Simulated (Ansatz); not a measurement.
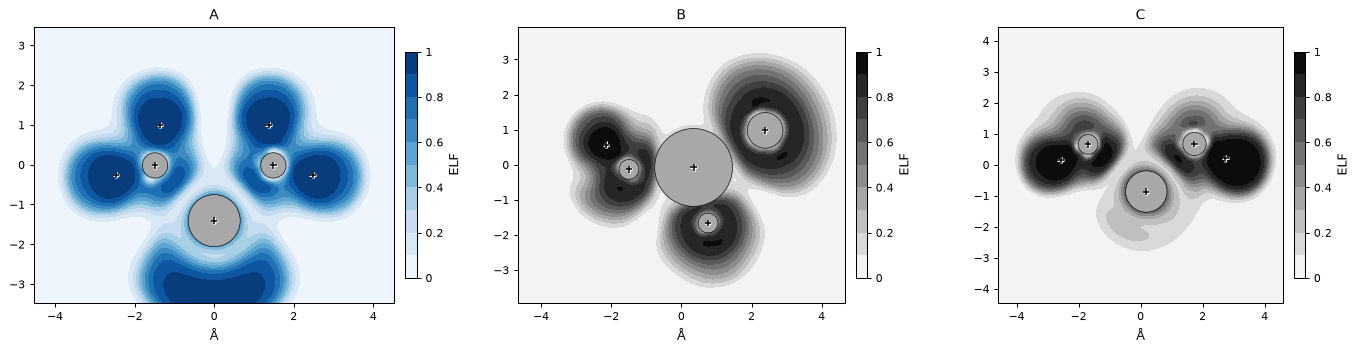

The electron localisation function of 3 systems, each on a plane through atoms (crosses mark nuclei in the plane; grey discs cover the cores).

The calculation used isolated molecule in a Gaussian basis; Kohn-Sham density functional theory, functional PBE0 (Ansatz).

System 1: Cl₂FHMoO₂ (SMILES [O]=[Mo]([OH])([F])([Cl])[Cl]), the plane of atoms Cl1, Mo4 and O6. Geometry: PBE0-D4/def2-SVP; core potentials replace the inner electrons of Mo.

```xyz
7

Cl   -0.4273    1.4866   -1.9636
Cl    0.3640    1.8919    1.0477
F     0.1738   -1.1999   -1.4544
Mo   -0.3000    0.0521   -0.1732
O    -1.8732   -0.1907    0.2109
O     0.5894   -0.9949    1.0601
H     1.5344   -1.1133    1.2268
```

System 2: C₂H₁₀InN (SMILES [CH3][InH-]([CH3])[NH3+]), the plane of atoms In3, C1 and H5. Geometry: PBE0-D4/def2-SVP; core potentials replace the inner electrons of In.

```xyz
14

C     0.6078    1.3413    1.0169
C    -0.8707   -1.3597   -1.1329
In    0.7613    0.0337   -0.7260
N     0.1101    1.6928   -2.3616
H     0.9169    0.8022    1.9263
H    -0.4277    1.6834    1.1721
H     1.2585    2.2248    0.9220
H     2.3408   -0.2797   -1.4188
H    -1.8484   -0.9164   -0.8856
H    -0.8849   -1.6733   -2.1886
H    -0.7566   -2.2692   -0.5220
H     0.1413    1.3147   -3.3077
H     0.7283    2.5028   -2.3362
H    -0.8388    2.0267   -2.1967
```

System 3: H₄N₂Sn (SMILES [NH2][Sn][NH2]), the molecular plane. Geometry: PBE0-D4/def2-SVP; core potentials replace the inner electrons of Sn.

```xyz
7

N    -1.2182   -0.3164   -0.7909
N     1.2329    0.3331    0.7671
Sn   -0.0968    1.3362   -0.4015
H    -1.0435   -1.2546   -0.4445
H    -2.0461   -0.2937   -1.3759
H     1.2093   -0.6577    0.9872
H     2.0236    0.7852    1.2128
```

> Which map belongs to which system?

Panel A is system 3, H₄N₂Sn: the plane holds N, Sn and H. Sn–N (2.03 Å): the ELF peaks at about 0.85 in the valence shell of N, 0.6 Å from its nucleus, and drops to about 0.15 between the two atoms. Panel B is system 1, Cl₂FHMoO₂: the plane holds Cl, Mo, O and H. Mo–O (1.64 Å): the ELF peaks at about 0.80 in the valence shell of O, 0.5 Å from its nucleus, and drops to about 0.45 between the two atoms. Panel C is system 2, C₂H₁₀InN: the plane holds C, In, N and H. C–In (2.18 Å): the ELF peaks at about 0.90 in the valence shell of C, 0.7 Å from its nucleus, and drops to about 0.20 between the two atoms.
